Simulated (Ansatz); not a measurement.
One crystal and one scan (scan of one atom of the cell) at two levels, PBE (plane waves to 420 eV, PAW, scalar-relativistic; Ansatz, a quantum-chemistry and plane-wave program) and r2SCAN (plane waves to 500 eV, PAW, scalar-relativistic; Ansatz), each from its own relaxed cell and on its own mesh. The cell shown is that of PBE.

Starting cell, CdSe (wurtzite):

```
CELL_PARAMETERS angstrom
      4.38272     0.00000     0.00000
     -2.19136     3.79554     0.00000
      0.00000     0.00000     7.15447
ATOMIC_POSITIONS crystal
  Cd 0.66667 0.33333 0.00047
  Cd 0.33333 0.66667 0.50047
  Se 0.66667 0.33333 0.62473
  Se 0.33333 0.66667 0.12473
```

In this cell atom 2 (Cd, nearest neighbour Se at 2.682 Å; its periodic images, 4.4 Å or more away, move with it) is moved by s towards the nearest neighbour, unit vector (0.817, -0.472, 0.331); all other atoms and the cell stay fixed.

The energy includes the smearing's −TS. CdSe was relaxed with its symmetry unable to fall. Percentages come from the unrounded values. Both scans cover s from -0.270 to 0.270 Å.

```
quantity                                                            PBE  r2SCAN     PBE − r2SCAN
----------------------------------------------------------------  -----  ------  ---------------
Lattice constant a (Å)                                            4.383   4.340  +0.043 (+1.0 %)
Lattice constant c (Å)                                            7.154   7.078  +0.076 (+1.1 %)
Relaxed volume (Å³/atom)                                          29.75   28.86   +0.89 (+3.1 %)
Energy at s = 0.270 Å (meV/cell)                                  221.5   248.3    -26.8 (-11 %)
Force along the line at s = -0.270 Å (eV/Å)                       0.654   0.720  -0.066 (-9.2 %)
Force constant k = d²E/ds² at s = 0 (finite differences) (eV/Å²)   4.14    4.64    -0.50 (-11 %)
```

PBE gives the higher value for: lattice constant a; lattice constant c; relaxed volume. PBE gives the lower value for: energy at s = 0.270 Å; force along the line at s = -0.270 Å; force constant k = d²E/ds² at s = 0. Both give the same symmetry of the curve: not even: the positive side lies higher at ±0.270 Å. Neither level is exact: the differences show how much the result hangs on the functional.

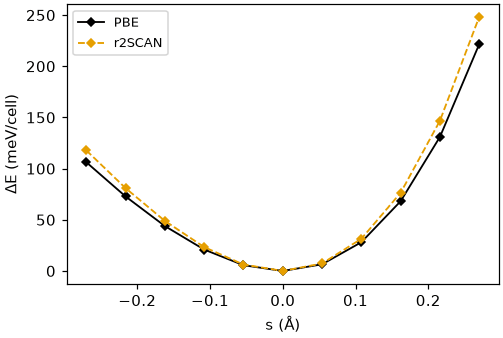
Fig. 1. ΔE, each from the undisplaced structure of its own level.

(For displaced atoms, the force is minus the slope of the energy, and its curvature is a force constant, which sets phonon frequencies.)
